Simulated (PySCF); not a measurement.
C4H7N, SMILES `N=C1CCC1`.

PySCF calculation, TPSS/def2-SVP, gas phase; geometry: GFN2-xTB. No frequency check shows the geometry to be a minimum.

Input

```python
import numpy as np
from pyscf import gto, scf, dft
from pyscf.scf import atom_ks, atom_hf
from scipy.linalg import block_diag

def solve(mol, dm0=None, hcore=None):
    mf = (dft.UKS if mol.spin else dft.RKS)(mol, xc='tpss')
    mf.grids.level = 3
    mf = mf.density_fit(auxbasis='def2-universal-jkfit')
    mf.conv_tol, mf.max_cycle = 1e-8, 80
    if hcore is not None:
        mf.get_hcore = lambda *args: hcore
    mf.kernel(dm0)
    if not mf.converged:
        mf = mf.newton().run(mf.mo_coeff, mf.mo_occ, max_cycle=30)
    assert mf.converged, 'SCF not converged'
    return mf

mol = gto.M(atom='''
N     -1.88602     0.13286    -0.00017
C     -0.64184     0.02453     0.00026
C      0.37791    -1.09549     0.00020
C      1.48749    -0.02771    -0.00021
C      0.42160     1.08451     0.00031
H     -2.40247    -0.74504    -0.00037
H      0.34038    -1.73038    -0.88461
H      0.34103    -1.73017     0.88487
H      2.11914    -0.04131    -0.88582
H      2.11979    -0.04110     0.88436
H      0.40699     1.72160     0.88204
H      0.40634     1.72139    -0.88265
''', basis='def2-svp', charge=0, spin=0, verbose=4)
mf = solve(mol)
out = dict(e0=mf.e_tot, dm0=mf.make_rdm1(), c=mf.mo_coeff, occ=mf.mo_occ, eps=mf.mo_energy)
for name, dq, spin in [('cation', 1, 1), ('anion', -1, 1)]:
    ion = mol.copy().set(charge=mol.charge + dq, spin=spin).build()
    mi = solve(ion)
    if spin and dq > 0 and mol.nao < 130:
        c, _, stable, _ = mi.stability(return_status=True)
        if not stable:
            mi = solve(ion, mi.make_rdm1(c, mi.mo_occ))
    print(name, 'vertical energy change / eV', (mi.e_tot - mf.e_tot) * 27.211386)
    out.update({'e_' + name: mi.e_tot, 'dm_' + name: mi.make_rdm1(), 's2_' + name: mi.spin_square()[0], 'eps_' + name: mi.mo_energy, 'occ_' + name: mi.mo_occ})
# spherically averaged free atoms, for the promolecule
atm = atom_ks.get_atm_nrks(mol, xc='tpss')
pro = block_diag(*[(atm[a[0]][2] * atm[a[0]][3]) @ atm[a[0]][2].T for a in mol._atom])
np.savez('result.npz', pro=pro, **out)
```

Launched as:

```sh
OMP_NUM_THREADS=1 python input.py
```

The run took 15 min on 1 thread of Arm Neoverse V1, on a shared host, peak memory 0.72 GiB.

Partitions, critical points and surface values were worked out afterwards from this run's density.

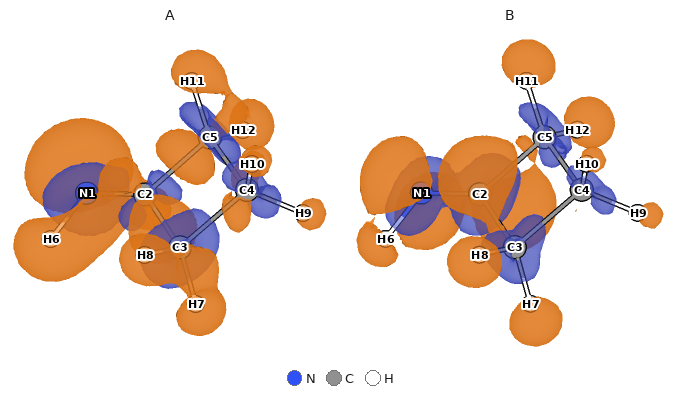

The two Fukui functions at ±0.03 e/Å³ (orange positive, blue negative).

Question: Which panel is f⁻ (electron removed) and which f⁺ (electron added)?

Answer: A is f⁻, B is f⁺. f⁻ (Hirshfeld-condensed) is largest on N1 (0.30); the vertical ionisation energy is 9.00 eV. f⁺ (Hirshfeld-condensed) is largest on N1 (0.18) and C2 (0.14); the vertical electron affinity is −2.15 eV (the stability of the anion's solution wasn't checked; negative, but this basis has no diffuse functions, so it doesn't show that the anion is unbound).

Question: What chemical potential and hardness follow from the two energies?

Answer: μ = −(I + A)/2 = −3.43 eV and η = I − A = 11.15 eV.
